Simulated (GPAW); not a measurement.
KTaO3 (Pm-3m): refractive index against wavelength

The refractive index of KTaO3 (Pm-3m) below the direct gap (2.80 eV on the mesh) is read from one computed spectrum, n = √(Re ε).

Cell: a, b, c = 3.988, 3.988, 3.988 Å (primitive vectors), 5 atoms.

Method: GPAW 26.7.0, PBE, RPA, k-mesh 8×8×8, local fields up to 60 eV, Lorentzian half width 0.1 eV.

Launch of the response step: `OMP_NUM_THREADS=1 python df.py`. The run took 61 s, its band step included, on 1 thread of Arm Neoverse V2, on a shared host.

```
wavelength (nm)  photon energy E (eV)       n
           2000                 0.620  2.1765
           1550                 0.800  2.1836
           1310                 0.946  2.1910
           1064                 1.165  2.2048
            850                 1.459  2.2296
            700                 1.771  2.2662
            633                 1.959       ?
```

In the single-oscillator model n² − 1 = E₀E_d/(E₀² − E²), so 1/(n² − 1) = E₀/E_d − E²/(E₀E_d) is linear in E².

Working, on the rows shown:

| x = E² (eV²) | y = 1/(n² − 1) |
| --- | --- |
| 0.384302 | 0.267583 |
| 0.639837 | 0.265385 |
| 0.895757 | 0.263125 |
| 1.35784 | 0.258991 |
| 2.12762 | 0.251818 |
| 3.13716 | 0.241799 |

Means: x̄ = 1.4238, ȳ = 0.25812. Σ(x − x̄)(y − ȳ) = -0.05063, Σ(x − x̄)² = 5.409. Slope = -0.05063 / 5.409 = -0.00936; intercept = ȳ − slope · x̄ = 0.27144. Turned back into n, the line misses the rows shown by at most 0.0011.

Task: Fill in the last column of the withheld row.

Result: At x = 3.8364 the line gives y = 0.23553, that is 2.2903. The run gave 2.2952, so the extrapolation is off by 0.0049, 4 % of the range in the table.

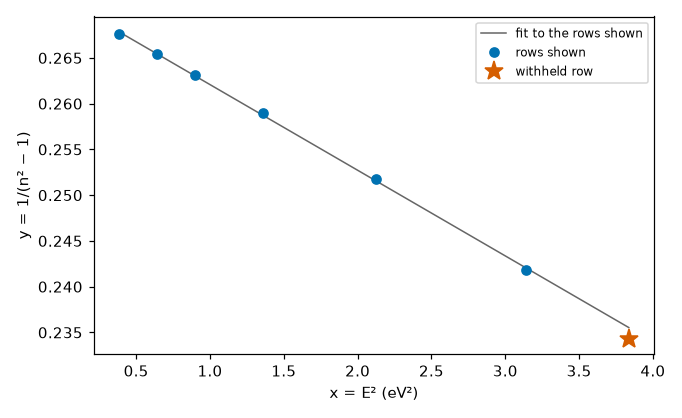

Refitted with all rows, the slope is -0.009605 and the intercept 0.2717. These give E₀ = √(intercept/−slope) = 5.32 eV and E_d = E₀/intercept = 19.6 eV; E₀ is 1.9 times the direct gap. The electronic limit at long wavelengths, without lattice vibrations, is n = √(1 + 1/intercept) = 2.163. Excitons are left out; PBE gaps are as a rule too small. The values come from a sum over the points of one k-mesh and carry its error, which grows as the direct gap shrinks. This version of GPAW has incomplete matrix elements in the optical limit, which can lower ε − 1 by up to a tenth where first-row anions or d states rule. Spin-orbit coupling is left out.

[Logs are printed without paths, hosts, clocks, repeated set-up lines and the standing remarks that a program may print on its own settings, such as how far it seeks lower states.]
